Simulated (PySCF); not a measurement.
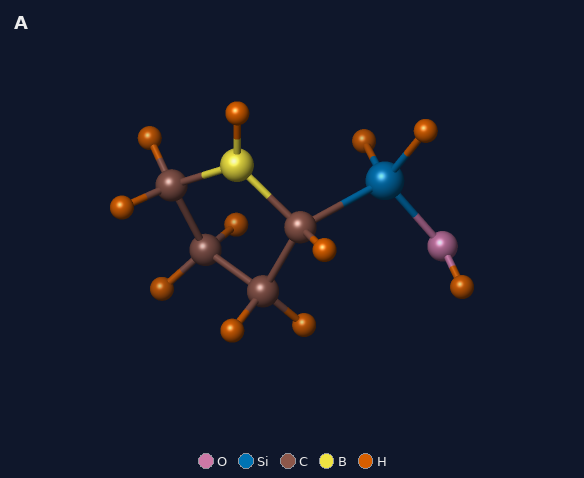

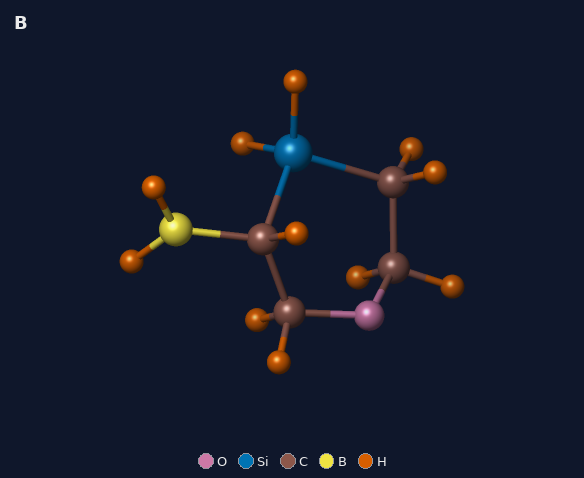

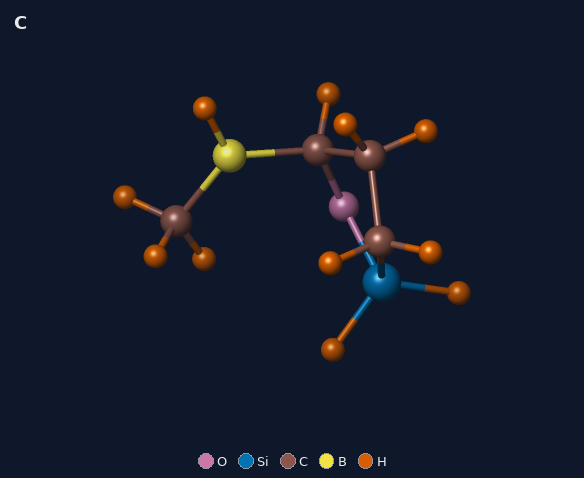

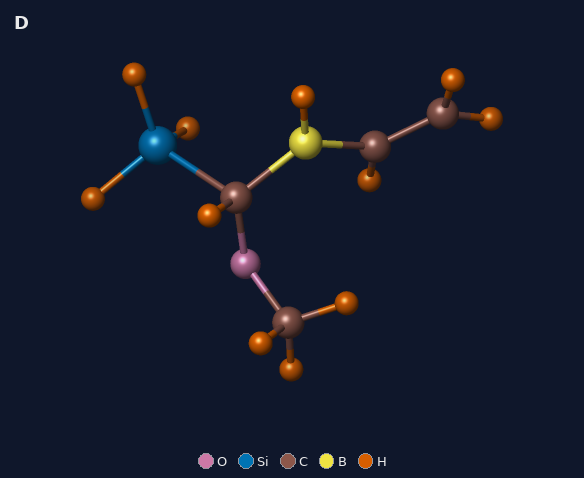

4 stationary structures of one formula. Geometries: GFN2-xTB. Electronic energies: ωB97X-D/def2-SVPD (PySCF 2.14.0), without zero-point energy. No frequency run is at hand to confirm each as a minimum. Each is one conformer, not always the lowest.

Are they conformers, stereoisomers or constitutional isomers?

Answer. They are constitutional isomers of C4H11BOSi: A `O[SiH2][C@H]1BCCC1`, B `B[C@H]1COCC[SiH2]1`, C `CB[C@H]1CC[SiH2]O1`, D `C=CB[C@@H]([SiH3])OC`.

Which is lowest in energy, and by how much?

Answer. A is lowest; C lies 14.8 kcal/mol above it, B lies 40.8 kcal/mol above it, D lies 65.7 kcal/mol above it.

The geometry is semi-empirical. Around B, Si such bond lengths and angles can be off by a tenth of an ångström or more and by several degrees, and values that hang on the shape move with them.
